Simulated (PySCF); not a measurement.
Input

```
{"job": {"kind": "epr", "basis": "pcH-1"}, "charge": 0, "multiplicity": 2}
C      3.355627     0.244584    -0.639520
C      2.264668     0.218871    -0.154621
C      0.909909     0.246173     0.389043
C      0.269959    -1.147083     0.390082
O     -1.053501    -1.029967     0.911955
C     -1.834186    -0.190479     0.183226
F     -2.092762    -0.752584    -1.046376
O     -1.327946     1.082536     0.004728
C     -0.009442     1.155989    -0.443126
F      0.061403     0.798260    -1.762100
H      0.939151     0.639051     1.411695
H      0.793241    -1.834427     1.054331
H      0.244182    -1.555861    -0.626857
H     -2.800286    -0.081352     0.693299
H      0.275570     2.214276    -0.387672
```

Launched as:

```sh
OMP_NUM_THREADS=1 python probes_run.py task.json out
```

Geometry: GFN2-xTB.

All numbers below come from UKS B3LYP, pcH-1 on C F H O, non-relativistic, mean-field spin-orbit, GIAO in PySCF 2.14.0, density-fitted response routines.

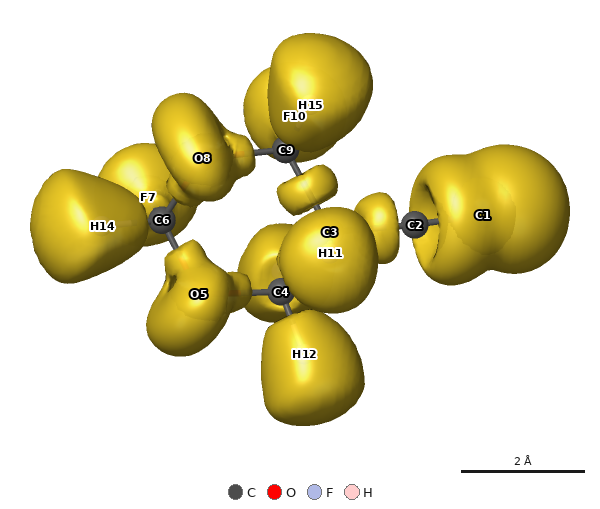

C₆H₅F₂O₂ (doublet). Isosurface of the electron localisation function at 0.75 (yellow), seen at a tilt. Core shells and regions of very low density are left out.

Question: What do the ELF domains correspond to?

Answer: The ELF exceeds this value in three regions between bonded C–C atoms (shared pairs), five regions around hydrogen nuclei, one region on C in which the atom's valence shell and bonds are merged, two regions on F in which the atom's valence shell and bonds are merged and two regions on O in which the atom's valence shell and bonds are merged.

Values along the shortest contacts:
C–C (1.19 Å): the ELF peaks at about 0.80 between the atoms; a short, multiple covalent bond. C–O (1.36 Å): the ELF peaks at about 0.90 between the atoms (a polar covalent bond).
